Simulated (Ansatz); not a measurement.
```xyz
32
Lattice="5.3994 -5.3964 0.0000 0.0000 0.0000 10.8726 -5.4000 -5.3971 0.0000" Properties=species:S:1:pos:R:3 pbc="T T T"
Mg    2.6997   -2.6982    5.4385
Mg    0.0000    0.0000    0.0022
Zn   -2.7000   -2.6985    5.4338
Zn   -0.0003   -5.3967   10.8701
Cu   -0.0229   -2.6914    2.7173
Cu    2.6768   -5.3896    8.1536
Cu    0.0223   -8.1021    2.7173
Cu   -2.6774   -5.4039    8.1536
Cu    0.0000    0.0000    5.4151
Cu    2.6997   -2.6982   10.8514
Cu   -0.0003   -5.3967    5.4589
Cu   -2.7000   -2.6985    0.0226
Sn   -0.0310   -2.7168    8.1544
Sn    2.6687   -5.4150    2.7180
Sn    0.0304   -8.0767    8.1544
Sn   -2.6693   -5.3785    2.7180
S    -1.1979   -6.7491    4.0869
S    -3.8976   -4.0509    9.5232
S    -1.2598   -1.3963    4.1275
S     1.4399   -4.0945    9.5638
S     1.3574   -1.4811    1.3666
S     4.0571   -4.1793    6.8029
S     1.2930   -6.8551    1.2920
S    -1.4067   -4.1569    6.7283
S     3.8970   -6.7426    9.5232
S     1.1973   -4.0444    4.0869
S    -1.4405   -6.6990    9.5638
S     1.2592   -9.3972    4.1275
S    -4.0577   -6.6142    6.8029
S    -1.3580   -9.3124    1.3666
S     1.4061   -6.6366    6.7283
S    -1.2936   -3.9383    1.2920
```

Space group C2; a generated structure, not necessarily the stable one; computed without spin polarisation.

All numbers below come from Ansatz, DFT r2SCAN, scalar-relativistic, plane waves, PAW.

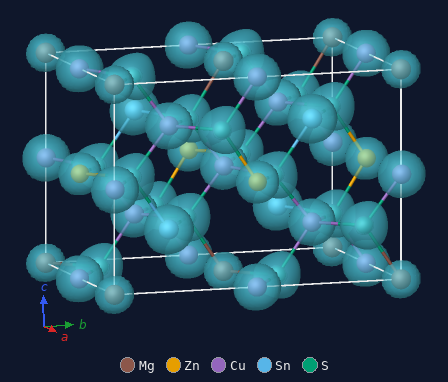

MgZnCu4Sn2S8. Isosurface of the valence pseudo-density at 0.8 e/Å³ (cyan), seen slightly off an axis. Sticks mark near contacts.

The density is the valence pseudo-density of a PAW calculation; it isn't the true density close to the nuclei.

How is the density connected at this value?

At this value the density breaks into separate islands; it holds about 70 % of the electrons treated as valence (semicore included). It bridges none of the near contacts. It is pinched off along the shortest Cu–S (2.26 Å), Zn–S (2.34 Å), Mg–S (2.43 Å) and Sn–S (2.43 Å) contacts. On the grid the lowest density along these lines, outside the cores, is 0.53 e/Å³ (Cu–S, 2.26 Å), 0.47 e/Å³ (Zn–S, 2.34 Å), 0.28 e/Å³ (Mg–S, 2.43 Å) and 0.56 e/Å³ (Sn–S, 2.43 Å).
